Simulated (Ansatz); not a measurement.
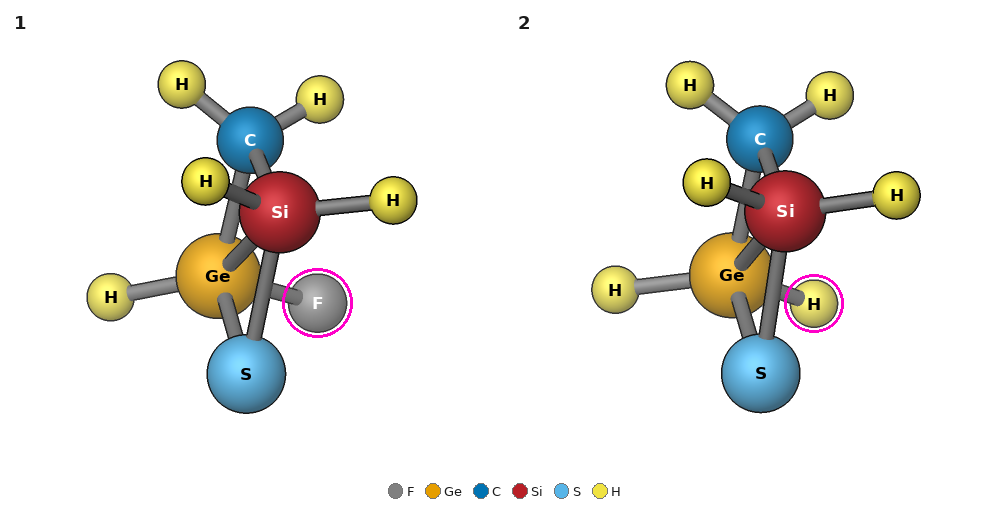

2 molecules with one skeleton, seen from the same side and at one scale; the atom that differs is circled. Charge 0, singlet. Computed geometries: PBE0-D4/def2-TZVP optimisations, one conformation each. Properties computed with Ansatz 0.2.0.

One atom differs, called X below: F in panel 1, H in panel 2. Their formulas are CH5FGeSSi, CH6GeSSi.

### In which is the harmonic zero-point energy higher (PBE0-D4/def2-TZVP)?

In panel 2 (X = H).

### In which is the angle X–Ge–Si larger (PBE0-D4/def2-TZVP)?

In panel 2 (X = H).

Give the values. With PBE0-D4/def2-TZVP: length of X–Ge (Å), angle X–Ge–Si (°), dipole moment (D), harmonic zero-point energy (kJ/mol). With PBE0-D4/def2-SVP: HOMO energy (Kohn–Sham orbital) (eV), HOMO–LUMO gap (eV).

| quantity | 1 (F) | 2 (H) | 2 − 1 |
| --- | --- | --- | --- |
| length of X–Ge (Å) | 1.740 | 1.538 | −0.202 |
| angle X–Ge–Si (°) | 119.4 | 125.1 | +5.7 |
| HOMO energy (Kohn–Sham orbital) (eV) | −7.59 | −7.07 | +0.52 |
| HOMO–LUMO gap (eV) | 7.41 | 6.74 | −0.67 |
| dipole moment (D) | 2.81 | 2.27 | −0.54 |
| harmonic zero-point energy (kJ/mol) | 148.5 | 162.4 | +13.9 |
